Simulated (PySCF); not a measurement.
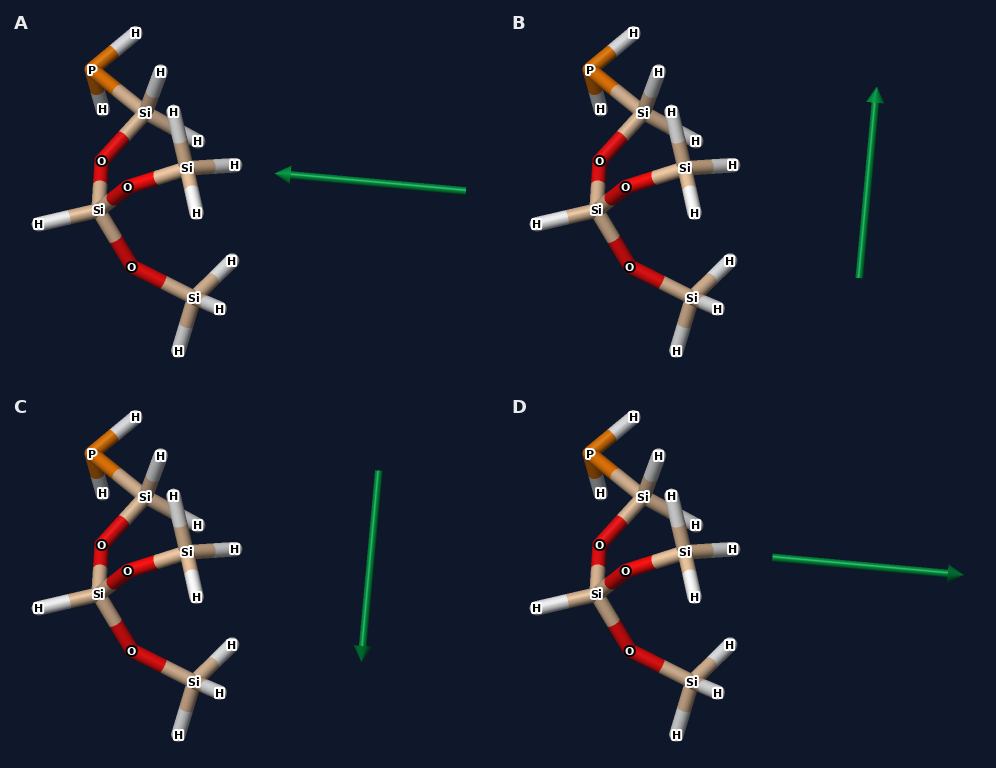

The same molecule four times, each with an arrow. Computed geometry: GFN2-xTB optimisation. No frequency run is at hand to confirm it as a minimum. Level of theory: PBE0/pcSseg-1, gas phase (PySCF 2.14.0).

**Which arrow points along the dipole moment, from the negative to the positive end?**

D. The dipole moment is 2.50 D.

The geometry is semi-empirical. Around P, Si such bond lengths and angles can be off by a tenth of an ångström or more and by several degrees, and values that hang on the shape move with them.
